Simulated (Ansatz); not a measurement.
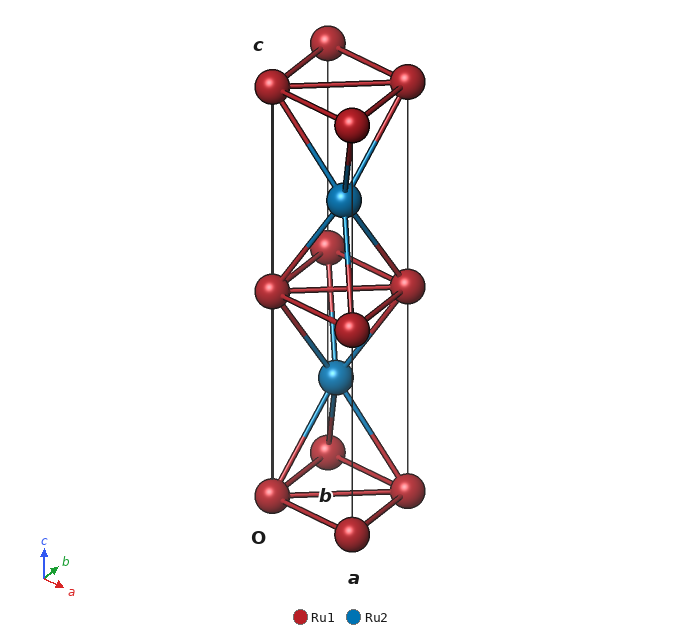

Crystal: Ru, the end point of a relaxation with Ansatz 0.2.0, DFT, PBEsol, plane waves (420 eV) with PAW, scalar-relativistic; the starting structure was generated, so it need not be a known form of this composition. One unit cell; atoms that symmetry makes equivalent share a colour (atoms on faces, edges and corners are repeated). Geometry calculated from the standardised cell; symmetry tolerance 0.002 Å.

a = 2.680 Å, b = 2.680 Å, c = 8.606 Å, α = 90.00°, β = 90.00°, γ = 120.00°; space group No. 194, P6_3/mmc.

One atom of each site: Ru1 (0, 0, 0); Ru2 (1/3, 2/3, 1/4).

**Give the multiplicity, Wyckoff letter and site symmetry of each site.**

```
site  Wyckoff  symmetry
 Ru1       2a      -3m.
 Ru2       2c      -6m2
```

**How many free positional parameters does the structure have?**

0: Ru1 0, Ru2 0.
